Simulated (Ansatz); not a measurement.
# Hf(0001) with 2 thermally displaced layers, 2x2: scattering by thermal displacements

Wanted: the phonon-limited resistivity of Hf at 180 K by the Landauer route.

Method: Ansatz plane-wave DFT, PBE, PAW files; ballistic transport by layer matching (Landauer), zero bias; PAW set soft_1, in Ansatz 0.2.0.

## 1. Set-up

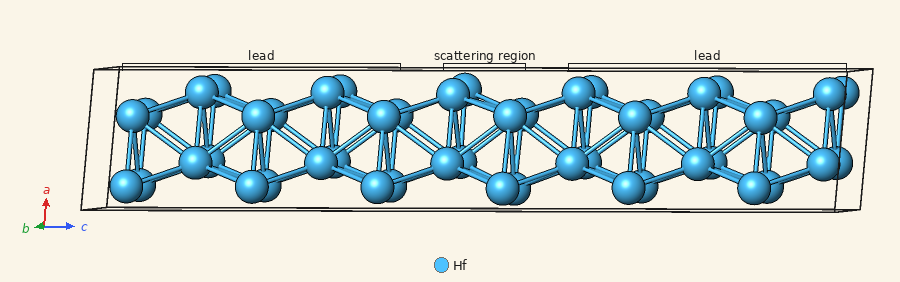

The starting structure, seen from the side, with the c axis across the page (hafnium blue).

The cell holds 48 atoms: 48 Hf. Its edges and angles: a = 6.393 Å, b = 6.393 Å, c = 30.347 Å, α = 90.0°, β = 90.0°, γ = 120.0°. It derives from Hf. Regions: lead, 40 atoms (40 Hf); scattering region, 8 atoms (8 Hf). The structure is stacked along c, and the current runs across the ab planes.

## 2. With 2 displaced layers

Each atom of 2 layers is moved at random, by amounts drawn from a normal law 0.0493 Å wide in each direction from the Debye model (252 K) at 180 K. The layers about the cell's end stay perfect and serve as the lead. Disorder leaves little or no symmetry, which makes such runs dear. Energies from -0.05 to 0.05 eV in steps of 0.05 eV are too few for the program's thermal sum, so it prints no conductance; for a metal the transmission near the Fermi level serves, at a fraction of the cost.

Input file input.yaml:

```yaml
crystal:
  lattice:
    - [6.3934, 0.0, 0.0]
    - [-3.1967, 5.5368468166, 0.0]
    - [0.0, 0.0, 30.3468]
  atoms:
    - { symbol: Hf, position: [0.1666666667, 0.3333333333, 0.0416666667] }
    - { symbol: Hf, position: [0.1666666667, 0.8333333333, 0.0416666667] }
    - { symbol: Hf, position: [0.6666666667, 0.3333333333, 0.0416666667] }
    - { symbol: Hf, position: [0.6666666667, 0.8333333333, 0.0416666667] }
    - { symbol: Hf, position: [0.3333333333, 0.1666666667, 0.125] }
    - { symbol: Hf, position: [0.3333333333, 0.6666666667, 0.125] }
    - { symbol: Hf, position: [0.8333333333, 0.1666666667, 0.125] }
    - { symbol: Hf, position: [0.8333333333, 0.6666666667, 0.125] }
    - { symbol: Hf, position: [0.1666666667, 0.3333333333, 0.2083333333] }
    - { symbol: Hf, position: [0.1666666667, 0.8333333333, 0.2083333333] }
    - { symbol: Hf, position: [0.6666666667, 0.3333333333, 0.2083333333] }
    - { symbol: Hf, position: [0.6666666667, 0.8333333333, 0.2083333333] }
    - { symbol: Hf, position: [0.3333333333, 0.1666666667, 0.2916666667] }
    - { symbol: Hf, position: [0.3333333333, 0.6666666667, 0.2916666667] }
    - { symbol: Hf, position: [0.8333333333, 0.1666666667, 0.2916666667] }
    - { symbol: Hf, position: [0.8333333333, 0.6666666667, 0.2916666667] }
    - { symbol: Hf, position: [0.1666666667, 0.3333333333, 0.375] }
    - { symbol: Hf, position: [0.1666666667, 0.8333333333, 0.375] }
    - { symbol: Hf, position: [0.6666666667, 0.3333333333, 0.375] }
    - { symbol: Hf, position: [0.6666666667, 0.8333333333, 0.375] }
    - { symbol: Hf, position: [0.3337150275, 0.1654894553, 0.4593745759] }
    - { symbol: Hf, position: [0.3317561552, 0.6618932158, 0.4589212391] }
    - { symbol: Hf, position: [0.847616522, 0.1751062838, 0.4571891528] }
    - { symbol: Hf, position: [0.8207906181, 0.6611125503, 0.4584005239] }
    - { symbol: Hf, position: [0.1477488231, 0.3313836395, 0.5396409801] }
    - { symbol: Hf, position: [0.158590531, 0.8284833389, 0.5411524044] }
    - { symbol: Hf, position: [0.6744883661, 0.3426233666, 0.5414576863] }
    - { symbol: Hf, position: [0.6742482591, 0.8274056581, 0.5422381756] }
    - { symbol: Hf, position: [0.3333333333, 0.1666666667, 0.625] }
    - { symbol: Hf, position: [0.3333333333, 0.6666666667, 0.625] }
    - { symbol: Hf, position: [0.8333333333, 0.1666666667, 0.625] }
    - { symbol: Hf, position: [0.8333333333, 0.6666666667, 0.625] }
    - { symbol: Hf, position: [0.1666666667, 0.3333333333, 0.7083333333] }
    - { symbol: Hf, position: [0.1666666667, 0.8333333333, 0.7083333333] }
    - { symbol: Hf, position: [0.6666666667, 0.3333333333, 0.7083333333] }
    - { symbol: Hf, position: [0.6666666667, 0.8333333333, 0.7083333333] }
    - { symbol: Hf, position: [0.3333333333, 0.1666666667, 0.7916666667] }
    - { symbol: Hf, position: [0.3333333333, 0.6666666667, 0.7916666667] }
    - { symbol: Hf, position: [0.8333333333, 0.1666666667, 0.7916666667] }
    - { symbol: Hf, position: [0.8333333333, 0.6666666667, 0.7916666667] }
    - { symbol: Hf, position: [0.1666666667, 0.3333333333, 0.875] }
    - { symbol: Hf, position: [0.1666666667, 0.8333333333, 0.875] }
    - { symbol: Hf, position: [0.6666666667, 0.3333333333, 0.875] }
    - { symbol: Hf, position: [0.6666666667, 0.8333333333, 0.875] }
    - { symbol: Hf, position: [0.3333333333, 0.1666666667, 0.9583333333] }
    - { symbol: Hf, position: [0.3333333333, 0.6666666667, 0.9583333333] }
    - { symbol: Hf, position: [0.8333333333, 0.1666666667, 0.9583333333] }
    - { symbol: Hf, position: [0.8333333333, 0.6666666667, 0.9583333333] }
kpoints:
  mp_grid: { grid: [4, 4, 1] }
hamiltonian:
  xc: pbe
  pseudopotentials: { kind: paw, azcp: { folder: soft_1 } }
scf:
  occupations: { method: fermi_dirac, width: 0.1 }
output:
  transmission: { leads: [[0, 8]], kmesh: [8, 8], e_range: [-0.05, 0.05], de: 0.05 }
  write_potential: true
  write_density: true
  volumetric_format: npy
  elf: true
```

On the command line:

```bash
ansatz run input.yaml --threads 4 --pin off --max-ram 15360MiB --backend cpu --events-out ev --progress --plain --runs-dir out
```

Numbers of over 12 decimals in the logs are rounded to 6 here.

Log:

```text
Engine: ansatz 0.2.0, x86_64-unknown-linux-gnu
Pseudopotentials: kind: paw
Pseudopotential: Hf, paw, valence charge 26, recommended cutoff 420 eV (normal), soft_1/Hf.paw.azcp
Functional definition: PBE
  parameter kappa = 0.804
  parameter beta = 0.066725
  exchange = pbe_x(kappa = kappa, mu = beta*pi^2/3)
  correlation = pbe_c(beta = beta)
Crystal: 48 atoms, lattice volume = 1074.255 Å³
Basis set: ecut = 420 eV, 21065 PW (Γ)
Bands: 749, of which v1, the nominal top of the filled ones, is band 624 counted from 1 (623 counted from 0)
Symmetry: 1 space group operations
Space group: P1 (ITA 1), of the structure as read, at distance tolerance 1.0e-4 Å
k-points: 10 of 16 (time reversal used)
Non-local potential: Hf, projectors of the file, l = 0: 3, l = 1: 2, l = 2: 2, l = 3: 3
PAW form: soft (Blöchl's): semilocal exchange-correlation on the pseudo side does not see the compensation charge
PAW one-centre angular grid: Hf, 590 points (default); XC on 64 Gauss nodes
Initial density: superposition of atomic densities (chi_scale 0.1, normalization cell)
Initial wavefunctions: pseudopotential atomic-orbital guess
Functional: x = pbe(κ = 0.804, μ = 0.219515), c = pbe(β = 0.066725)
SCF iter   1: F=—  HF=-754671.764647 eV  |F-HF|=—  |Δ(HF+E_count)|=         —  Δρ=3.55e-2  dr2=1.68e1  ethr=3.10e-3  ⟨swp⟩=5.9  Hψ=22377  notcnv=0  defer=148
preconditioner: auto → Kerker (q_TF=auto, 2.797 Å⁻¹)  [metal: Δε(μ)=0.028 eV  Ē_g=16.451 eV  σ=0.100 eV  W_gap=0.07  n_scr=380 (ndim 8)  ℏωp=38.5 eV  f_vac=0.000  D(μ)=32.61/eV (n_scr^D=244)]
SCF iter   2: F=—  HF=-754668.640141 eV  |F-HF|=—  |Δ(HF+E_count)|=    3.12e0  Δρ=2.28e-2  dr2=6.79e0  ethr=1.35e-3  ⟨swp⟩=3.4  Hψ=14244  notcnv=0  defer=374
SCF iter   3: F=—  HF=-754667.556397 eV  |F-HF|=—  |Δ(HF+E_count)|=    1.08e0  Δρ=9.03e-3  dr2=1.05e0  ethr=5.44e-4  ⟨swp⟩=2.0  Hψ=12504  notcnv=0  defer=374
SCF iter   4: F=—  HF=-754666.426036 eV  |F-HF|=—  |Δ(HF+E_count)|=    1.13e0  Δρ=3.23e-3  dr2=6.26e-2  ethr=8.43e-5  ⟨swp⟩=2.2  Hψ=15391  notcnv=0  defer=374
SCF iter   5: F=—  HF=-754666.455622 eV  |F-HF|=—  |Δ(HF+E_count)|=   2.96e-2  Δρ=7.36e-4  dr2=7.45e-3  ethr=5.01e-6  ⟨swp⟩=2.7  Hψ=15384  notcnv=0  defer=374
SCF iter   6: F=—  HF=-754666.459642 eV  |F-HF|=—  |Δ(HF+E_count)|=   4.02e-3  Δρ=2.29e-4  dr2=9.54e-4  ethr=5.97e-7  ⟨swp⟩=2.5  Hψ=14419  notcnv=0  defer=374
SCF iter   7: F=—  HF=-754666.459406 eV  |F-HF|=—  |Δ(HF+E_count)|=   2.36e-4  Δρ=1.20e-4  dr2=1.72e-4  ethr=7.64e-8  ⟨swp⟩=3.0  Hψ=15355  notcnv=0  defer=374
SCF iter   8: F=—  HF=-754666.459385 eV  |F-HF|=—  |Δ(HF+E_count)|=   2.13e-5  Δρ=4.06e-5  dr2=1.72e-5  ethr=1.37e-8  ⟨swp⟩=2.8  Hψ=13527  notcnv=0  defer=374
SCF iter   9: F=—  HF=-754666.459868 eV  |F-HF|=—  |Δ(HF+E_count)|=   4.83e-4  Δρ=1.02e-5  dr2=2.29e-6  ethr=1.38e-9  ⟨swp⟩=3.1  Hψ=13911  notcnv=0  defer=374
SCF iter  10: F=—  HF=-754666.459868 eV  |F-HF|=—  |Δ(HF+E_count)|=   4.03e-8  Δρ=5.66e-6  dr2=1.06e-6  ethr=1.84e-10  ⟨swp⟩=3.8  Hψ=18715  notcnv=0  defer=374
SCF iter  11: F=-754666.459868 eV  HF=-754666.459868 eV  |F-HF|=8.71e-8  |Δ(HF+E_count)|=   3.16e-7  Δρ=2.00e-6  dr2=8.79e-8  ethr=8.01e-12  ⟨swp⟩=15.1  Hψ=50014  notcnv=0
SCF 1 converged in 11 iterations: F = -754666.459868 eV  dr2 = 8.79e-8
  greatest PAW one-centre occupation: 0.999 electrons in one spin orbital (limit 2), on the Hf atom at site 28 (counted from 0), in its partial waves of l = 0
transmission: 138 of 1326 steps passed
transmission: 273 of 1326 steps passed
[...]
transmission: 1326 of 1326 steps passed
SCF converged after 11 iterations
Free energy (F): -754666.459868 eV
Harris-Foulkes:  -754666.459868 eV  (|F-HF|=8.71e-8)
Internal energy: -754665.203984 eV  (E = F + TS)
E sigma→0 (E₀):  -754665.831926 eV
Entropy (-TS):   -1.255884 eV (-26.164 meV/atom)
Fermi energy:    18.132967 eV
--- Per-component energies (eV) ---
  E_band       = -451.134602
  E_kinetic    = 19632.224344
  E_local      = -303161.953186  (includes V_loc(G=0)·N_el)
  E_nonlocal   = 2776.673603
  E_hartree    = 147658.404643
  E_xc         = -12799.261379
  E_vxc        = -12234.903670  (∫ρ·V_xc dr)
  E_paw        = -369426.363919  (= ΣΔE_a)
  E_vpaw       = -2779.967362  (= ΣTr[D̂ρ^β])
  E_aug_tail   = 0.004017  (compensation charges beyond the density's cutoff)
  E_ewald      = -239344.932106
  E_smearing   = -1.255884  (= −TS)
  E_closure    = 0.000000  (closes the sum)
  Σ components = -754666.459868   (vs F -754666.459868, Δ=0.00e0)
--- Band table (eV; the first three rows and the last of 10) ---
  k-point 0: bands = [... 620 lower, 18.8581, 18.9261, 18.9304, 18.9403, 18.9893, 19.0096, 19.0295, 19.0682, ... 121 higher]
  k-point 1: bands = [... 620 lower, 18.4324, 18.4450, 18.4492, 18.4787, 18.5039, 18.5117, 18.5194, 18.5224, ... 121 higher]
  k-point 2: bands = [... 620 lower, 17.7984, 17.8019, 17.8430, 17.8526, 17.9998, 18.0073, 18.0299, 18.0330, ... 121 higher]
  k-point 9: bands = [... 620 lower, 17.7976, 17.8116, 17.8312, 17.8421, 18.0106, 18.0200, 18.0316, 18.0352, ... 121 higher]
--- Transmission ---
  basis      : 313 plane waves across, 39 finite elements along
  points     : 34, standing for a mesh of 8 x 8
  energies   : 3 from -0.050000 to 0.050000 eV about the Fermi level, 0.050000 eV apart; the leads are filled to 0.000000 eV, and channels, transmission and decay are at 0.000000 eV
  crystal 0  : Hf8, at the sites [0, 8], period 5.0578 Å, over 25.29 Å; its Hamiltonian steps by up to 5.2 meV
    offset         : up to 0.0000 Å between an atom of the period and one for which it stands
    channels       : 2.843750e0 a spin
    conductance    : none, the energies end too early or step too widely for 300 K: set another output.transmission.e_range or a lower de, or, where they end at an eighth of basis.ecutwfc, a higher one
  junction   : crystal 0 to crystal 0, 0.70 to 25.99 Å
    transmission   : 2.687331e0 a spin
    conductance    : none, the energies end too early or step too widely for 300 K: set another output.transmission.e_range or a lower de, or, where they end at an eighth of basis.ecutwfc, a higher one
```

It took 6.4 min on 4 threads of AMD EPYC 9R45, shared host; peak memory 6.9 GiB.

The column dr2 measures how far the density is from self-consistency, as an energy; F and HF (Harris–Foulkes) agree once it is small.

Numbers from this step:

- free energy: -754666.4599 eV
- energy at zero smearing: -754665.8319 eV
- Fermi energy: 18.13 eV
- cell area: 35.40 Å²
- transmission at the energy nearest the Fermi level, one spin: 2.687
- channels at the energy nearest the Fermi level, one spin: 2.844
- step of the lead's Hamiltonian: 5.2 meV

Per spin. Transmission, zone mean against energy, zero at the Fermi level:

```
energy (eV)  transmission, zone mean
    -0.0500                     2.54
     0.0000                     2.69
     0.0500                     2.54
```

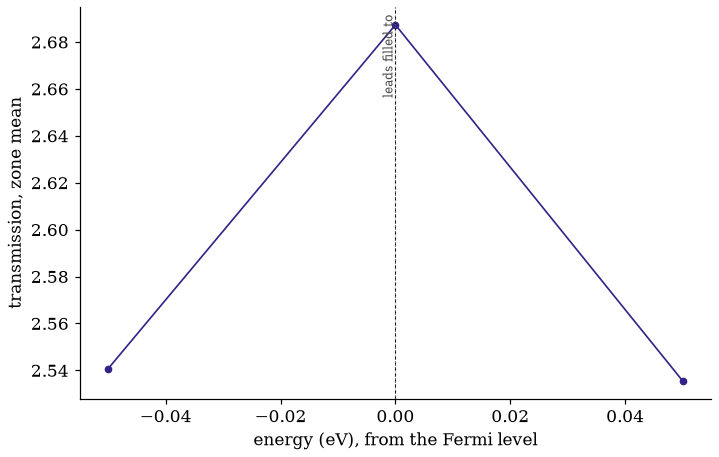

Transmission, zone mean against energy.

Per spin. Open channels, zone mean, lead against energy, zero at the Fermi level:

```
energy (eV)  open channels, zone mean, lead
    -0.0500                            2.62
     0.0000                            2.84
     0.0500                            2.66
```

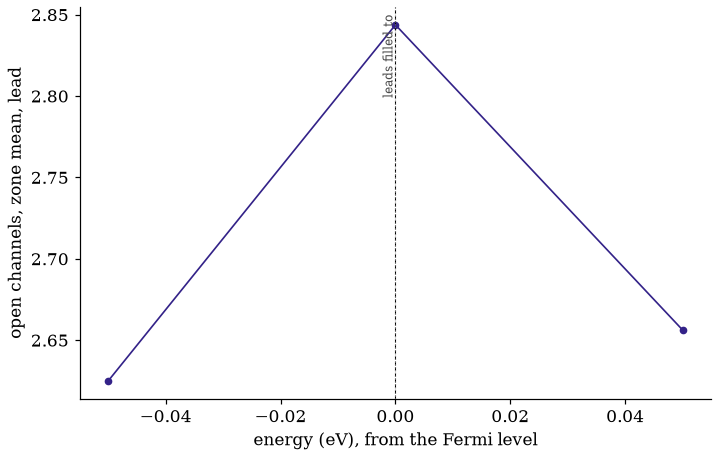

Open channels, zone mean, lead against energy.

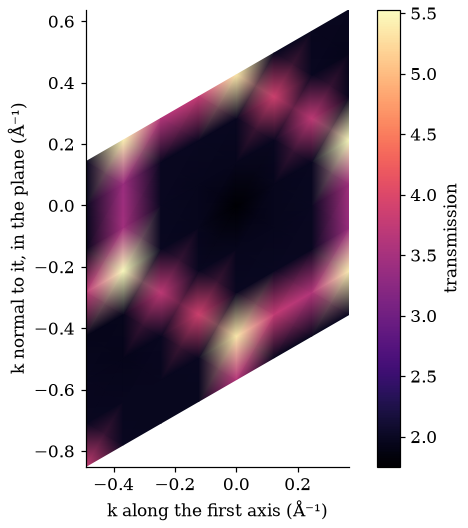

Transmission over k1 and k2. At 0.0000 eV from the Fermi level.

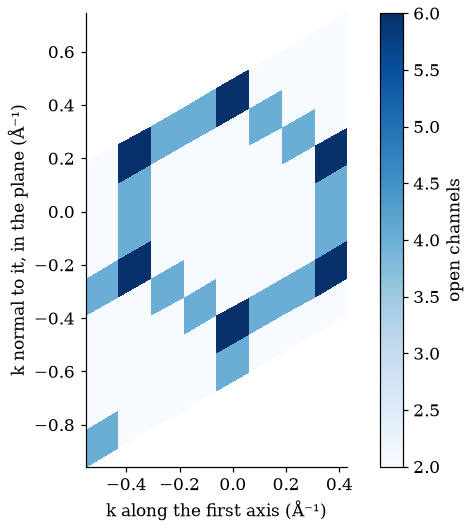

Open channels over k1 and k2. At 0.0000 eV from the Fermi level.

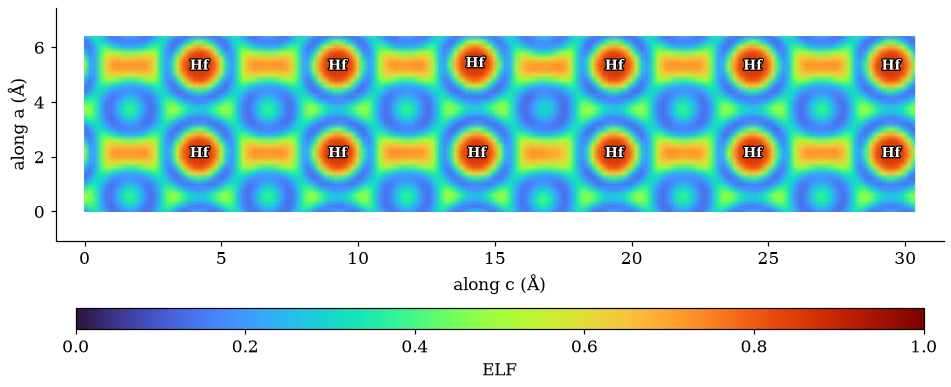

ELF in the ca plane at fractional y = 0.165, with atoms of Hf within 0.2 Å of it. It is the smooth field of the valence electrons, not physical close to the nuclei.

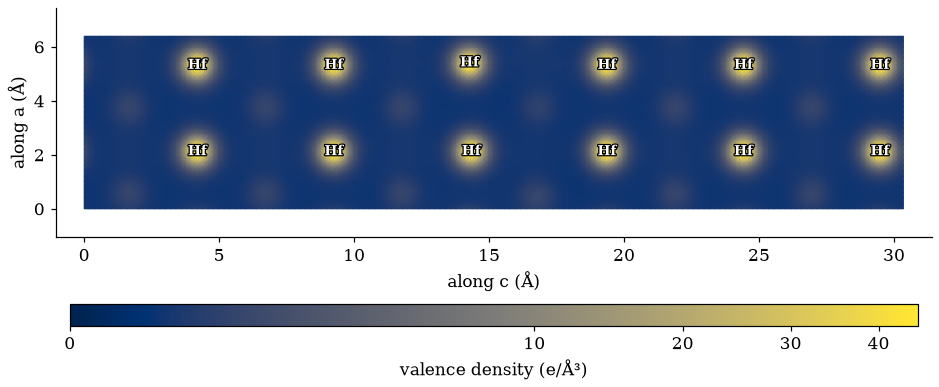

Valence density in the ca plane at fractional y = 0.165, with atoms of Hf within 0.2 Å of it. It is the smooth field of the valence electrons, not physical close to the nuclei. The colour scale is stretched toward low values.

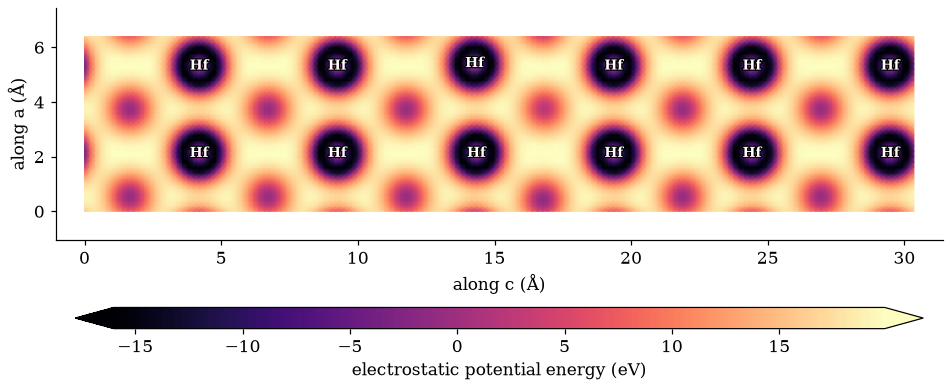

Electrostatic potential energy in the ca plane at fractional y = 0.165, with atoms of Hf within 0.2 Å of it. With pseudopotentials it is smooth inside the atoms' cores, unlike the true potential.

Over the solved energies the transmission per spin lies between 2.54 and 2.69, out of 2.71 channels of the lead on average (up to 2.84).

(Part 1 of 2 ends here.)

[Logs are printed without paths, hosts, clocks, repeated set-up lines and the standing remarks that a program may print on its own settings, such as how far it seeks lower states.]

[Hosts, paths, dates, database ids (printed as entryN), source tags and the programs' standing remarks are cut or masked in the printed files.]
